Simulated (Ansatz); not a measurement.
# G0W0 on several functionals: Si3N4 (I-43d), part 2 of 2

Aim: G0W0 for Si3N4 (I-43d) on several starting functionals, at one mesh, band count and screening cutoff.

Ansatz 0.2.0; G0W0 on several functionals, plane waves, PAW. Known limits of the many-body steps: not at the basis limit.

So far. Step 3 (G0W0 on r2SCAN): Against the run with 4×4×4 mesh, 308 empty bands, screening to 100 eV, PAW set soft_1 files on LDA, the gap moves by +0.26 eV, while the start moved by +0.79 eV. Step 4 (G0W0 on HSE06): Against the run with 4×4×4 mesh, 308 empty bands, screening to 100 eV, PAW set soft_1 files on r2SCAN, the gap moves by +0.33 eV, while the start moved by +0.78 eV.

In doubt: masses and optical values from hybrid runs of this build are listed as unsure (steps 4, 5, 6), which bears on the screening that GW takes from such a start.

### Step 5. G0W0 on PBE0

This step: G0W0 on PBE0, plane waves, PAW; PAW set soft_1.

File input.yaml:

```yaml
crystal:
  lattice:
    - [-3.23735, 3.23735, 3.23735]
    - [3.23735, -3.23735, 3.23735]
    - [3.23735, 3.23735, -3.23735]
  atoms:
    - { symbol: Si, position: [0.25, 0.125, 0.875] }
    - { symbol: Si, position: [0.875, 0.25, 0.125] }
    - { symbol: Si, position: [0.75, 0.375, 0.625] }
    - { symbol: Si, position: [0.625, 0.75, 0.375] }
    - { symbol: Si, position: [0.125, 0.875, 0.25] }
    - { symbol: Si, position: [0.375, 0.625, 0.75] }
    - { symbol: "N", position: [0.5628, 0.5628, 0.5628] }
    - { symbol: "N", position: [0.4372, 0.5, 0.0] }
    - { symbol: "N", position: [0.5, 0.0, 0.9372] }
    - { symbol: "N", position: [0.0, 0.4372, 0.5] }
    - { symbol: "N", position: [0.9372, 0.5, 0.0] }
    - { symbol: "N", position: [0.0628, 0.0628, 0.0628] }
    - { symbol: "N", position: [0.0, 0.9372, 0.5] }
    - { symbol: "N", position: [0.5, 0.0, 0.4372] }
kpoints:
  mp_grid: { grid: [4, 4, 4] }
hamiltonian:
  xc: pbe0
  pseudopotentials: { kind: paw, azcp: { folder: soft_1 } }
scf:
  occupations: { method: fixed }
gw:
  n_empty_bands: 308
  ecut_chi: 100
  qp_bands: [v4, c4]
  qp_kpoints: band_edges
  screening: { model: contour_deformation }
```

Launch:

```
$ ansatz run input.yaml --threads 3 --pin off --max-ram 92160MiB --backend cuda --events-out ev --progress --plain --runs-dir out --devices 1 --max-vram 13GiB
```

Numbers of over 12 decimals in the logs are rounded to 6 here.

What it wrote:

```text
GPUs: using 1 of 1 available (devices: 1).
[...]
GPU FFT provider: cuFFT
GPU libraries: cuBLAS 13.8.2, cuFFT 12.4.0, cuSOLVER 12.3.4
Crystal: 14 atoms, lattice volume = 135.715 Å³
Basis set: ecut = 420 eV, 2659 PW (Γ)
Bands: 46, of which v1, the nominal top of the filled ones, is band 32 counted from 1 (31 counted from 0)
Symmetry: 24 space group operations
[...]
k-points: 8 of 64 (time reversal used)
[...]
0    35     14.9008    -8.4365    -3.9974   -12.8130  0.8543    15.2806    15.2799  root
     0    36     14.9008    -8.4365    -3.9974   -12.8130  0.8543    15.2806    15.2799  root
[...]
7    33     15.6339    -6.5733    -4.1678   -10.9974  0.8570    15.8905    15.8902  root
     7    34     15.6339    -6.5733    -4.1678   -10.9974  0.8570    15.8905    15.8902  root
     7    35     15.6339    -6.5733    -4.1678   -10.9974  0.8570    15.8905    15.8902  root
     7    36     15.6339    -6.5733    -4.1678   -10.9974  0.8570    15.8905    15.8902  root
[key lines of the parts left out:]
Free energy (F): -6905.278861 eV
Fermi energy:    7.980098 eV
```

Elapsed: 63 s, on 1 × NVIDIA H100 80GB HBM3 (shared by 6 runs) with 3 threads of AMD EPYC 7R13 (Zen 3), shared host; peak memory 1.8 GiB; 88 s of CPU time.

This step gave:

```
bands summed                                 : 340
RPA ε∞ on this mesh (eigenvalues)            : 3.601, 3.601, 3.601
plane waves in the screening matrix          : 321
G0W0 gap on the mesh                         : 6.209 eV
k of the valence top                         : 0, 0, -0.5
k of the conduction bottom                   : 0.25, 0.25, -0.25
starting gap on the mesh                     : 6.263 eV
least direct G0W0 gap on the computed points : 6.478 eV
```

Against the run with 4×4×4 mesh, 308 empty bands, screening to 100 eV, PAW set soft_1 files on HSE06, the gap moves by +0.20 eV, while the start moved by +0.76 eV.

### Step 6. G0W0 on Hartree-Fock

This step: G0W0 on Hartree-Fock, plane waves, PAW; PAW set soft_1.

Changes to input.yaml since step 5:

```diff
@@ -23,3 +23,3 @@
 hamiltonian:
-  xc: pbe0
+  xc: hf
   pseudopotentials: { kind: paw, azcp: { folder: soft_1 } }
```

What it wrote:

```text
GPUs: using 1 of 1 available (devices: 1).
[...]
GPU FFT provider: cuFFT
GPU libraries: cuBLAS 13.8.2, cuFFT 12.4.0, cuSOLVER 12.3.4
Crystal: 14 atoms, lattice volume = 135.715 Å³
Basis set: ecut = 420 eV, 2659 PW (Γ)
Bands: 46, of which v1, the nominal top of the filled ones, is band 32 counted from 1 (31 counted from 0)
Symmetry: 24 space group operations
[...]
k-points: 8 of 64 (time reversal used)
[...]
0    35     19.4690    -7.5357    -3.1182    -7.5448  0.9088    16.3771    16.3598  root
     0    36     19.4690    -7.5357    -3.1182    -7.5448  0.9088    16.3771    16.3598  root
[...]
7    33     20.1896    -5.9211    -3.2158    -5.9287  0.9104    17.0003    16.9813  root
     7    34     20.1896    -5.9211    -3.2158    -5.9287  0.9104    17.0003    16.9813  root
     7    35     20.1896    -5.9211    -3.2158    -5.9287  0.9104    17.0003    16.9813  root
     7    36     20.1896    -5.9211    -3.2158    -5.9287  0.9104    17.0003    16.9813  root
[key lines of the parts left out:]
Free energy (F): -6777.937024 eV
Fermi energy:    5.172251 eV
```

The job ended after 84 s (1 × NVIDIA H100 80GB HBM3 (shared by 6 runs) with 3 threads; peak memory 1.9 GiB; 2 min of CPU time).

This step gave:

```yaml
bands_summed: 340
rpa_eps_infinity_on_this_mesh_eigenvalues: 2.393, 2.393, 2.393
plane_waves_in_the_screening_matrix: 321
g0w0_gap_on_the_mesh: 7.928 eV
k_of_the_valence_top: 0, 0, -0.5
k_of_the_conduction_bottom: 0.25, 0.25, -0.25
starting_gap_on_the_mesh: 13.42 eV
least_direct_g0w0_gap_on_the_computed_points: 8.192 eV
```

Against the run with 4×4×4 mesh, 308 empty bands, screening to 100 eV, PAW set soft_1 files on PBE0, the gap moves by +1.72 eV, while the start moved by +7.16 eV.

### Step 7. The starts together

All on the 4×4×4 mesh with 308 empty bands and screening to 100 eV. Times are wall times on 1 × NVIDIA H100 80GB HBM3 (shared by 6 runs) with 3 threads of AMD EPYC 7R13 (Zen 3), shared host, good to a factor of about two.

```csv
start,starting gap (eV),shift (eV),G0W0 gap (eV),RPA ε∞ (harmonic mean),"Z (valence, conduction)",time
LDA,3.94,+1.48,5.42,4.56,"0.79, 0.83",14 s
r2SCAN,4.73,+0.96,5.69,4.06,"0.80, 0.85",27 s
HSE06,5.51,+0.51,6.01,3.78,"0.82, 0.86",76 s
PBE0,6.26,−0.05,6.21,3.60,"0.82, 0.86",63 s
Hartree-Fock,13.42,−5.50,7.93,2.39,"0.89, 0.91",84 s
```

How the two edges are built up, in eV (the quasiparticle level is the starting level plus Σx plus Σc less Vxc):

```csv
run,edge,start,Σx,Σc,Vxc,Z,QP
LDA,valence top,9.04,-21.81,3.41,-17.94,0.79,8.59
LDA,conduction bottom,12.98,-6.79,-4.33,-12.16,0.83,14.01
r2SCAN,valence top,9.07,-21.95,3.38,-18.11,0.80,8.62
r2SCAN,conduction bottom,13.80,-6.58,-4.12,-11.20,0.85,14.31
HSE06,valence top,8.38,-21.92,3.19,-18.71,0.82,8.36
HSE06,conduction bottom,13.88,-6.49,-4.06,-11.03,0.86,14.37
PBE0,valence top,7.98,-21.93,3.09,-19.12,0.82,8.25
PBE0,conduction bottom,14.24,-6.48,-3.97,-10.66,0.86,14.46
```

For a hybrid start, Vxc holds its share of exact exchange.

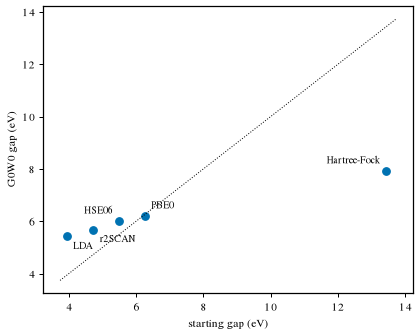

G0W0 gap against starting gap; on the dotted line the correction would vanish.

### Step 8. Summary of results

* G0W0@LDA: 5.42 eV (start 3.94 eV)
* G0W0@r2SCAN: 5.69 eV (start 4.73 eV)
* G0W0@HSE06: 6.01 eV (start 5.51 eV)
* G0W0@PBE0: 6.21 eV (start 6.26 eV)
* G0W0@Hartree-Fock: 7.93 eV (start 13.42 eV)
* known limits: not at the basis limit

**Reading.** The starting gaps span 9.48 eV and the G0W0 gaps 2.50 eV. Between LDA and Hartree-Fock, 2.50 eV of the 9.48 eV survives, 26 %. Hartree-Fock screens less than LDA (ε∞ 2.39 against 4.56). Of the 2.50 eV by which its G0W0 gap is higher, the correlation part gives +2.23 eV, and exchange with the one-particle terms, which follow the orbitals, +0.28 eV. On Hartree-Fock the correction is negative: that start lies above its own G0W0 value. The smallest correction, −0.05 eV, is on PBE0, the start nearest to reproducing itself. Bands and cutoff are finite, so the gap is not at the basis limit. The miss can reach some tenths of an eV and take either sign; the mesh is an error of its own.

[Paths, hosts, dates, memory and timing lines, banners, echoed tables and standing remarks are left out of the program output.]

[Logs are printed without paths, hosts, clocks, repeated set-up lines and the standing remarks that a program may print on its own settings, such as how far it seeks lower states.]

[Runs of the session that timed out or met a known fault of the program may be left out.]

[Cells called generated may have been cut or substituted from an entry of the Crystallography Open Database or the Materials Project.]

[Hosts, paths, dates, database ids (printed as entryN), source tags and the programs' standing remarks are cut or masked in the printed files.]
